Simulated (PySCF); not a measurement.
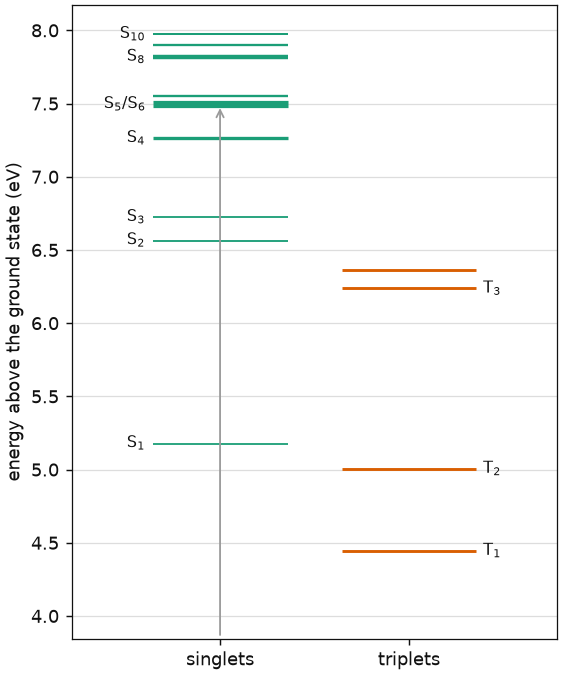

State diagram of C₆H₁₄GaNO, SMILES C/N=C/[C@@H]1CC[O+]([GaH3-])C1, singlet. Vertical TDDFT excitations, ωB97X-D/def2-SVPD in PySCF, at a PBE0-D3(BJ)/def2-SVP geometry (no frequency check), gas phase. Triplets in the Tamm-Dancoff approximation; only the lowest 10 singlets and 4 triplets were computed. Thicker singlet lines are brighter; the arrow marks the brightest. S0, at zero, lies below the range drawn. States within 0.01 eV of each other are merged, with their strengths summed. The highest state may be half of a pair whose partner wasn't computed.

**How many of the triplet levels drawn lie below S1?**

2 of 4 (T1 4.45 eV, T2 5.01 eV, T3 6.24 eV, T4 6.36 eV; S1 5.18 eV).

**What are the energy, strength and character of the state that the arrow marks?**

S5/S6 at 7.49 eV (165 nm), f = 0.346, mainly HOMO−3/HOMO−1 → LUMO/LUMO+1 (S7 lies within 0.06 eV, too close to order).

**What character does the calculation give T1?**

Mainly HOMO−2 → LUMO (88 %).

Caveats: one conformer of a flexible molecule; core orbitals are frozen in the response.
